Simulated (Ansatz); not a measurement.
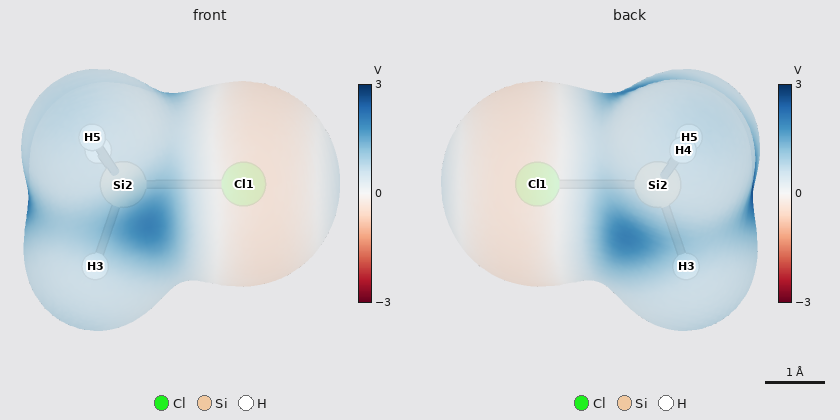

The picture shows: ClH3Si (SMILES [SiH3]Cl). The electrostatic potential painted on the density surface at 0.004 e/bohr³, seen from the front and from behind; red is negative and blue positive.

Geometry: PBE0-D3(BJ)/def2-SVP.

All numbers below come from isolated molecule in a Gaussian basis; Kohn-Sham density functional theory, functional PBE0 (Ansatz).

```yaml
atoms:
  - { symbol: Cl, position_ang: [1.6676, -1.4685, -1.8591] }
  - { symbol: Si, position_ang: [-0.3006, -0.9597, -2.2369] }
  - { symbol: H, position_ang: [-1.1157, -2.2039, -2.3036] }
  - { symbol: H, position_ang: [-0.3700, -0.2337, -3.5349] }
  - { symbol: H, position_ang: [-0.7922, -0.0858, -1.1363] }
```

Q: Where is the surface potential most negative and most positive?

A: The most negative region (about −0.3 V) lies over Cl1, the most positive (about +2.5 V) over Si2. Cl1 shows a σ-hole: about +0.4 V at the tip opposite its bond, against about −0.3 V on its flanks.

Q: How polar is the molecule by this calculation?

A: Its dipole moment is 1.30 D.
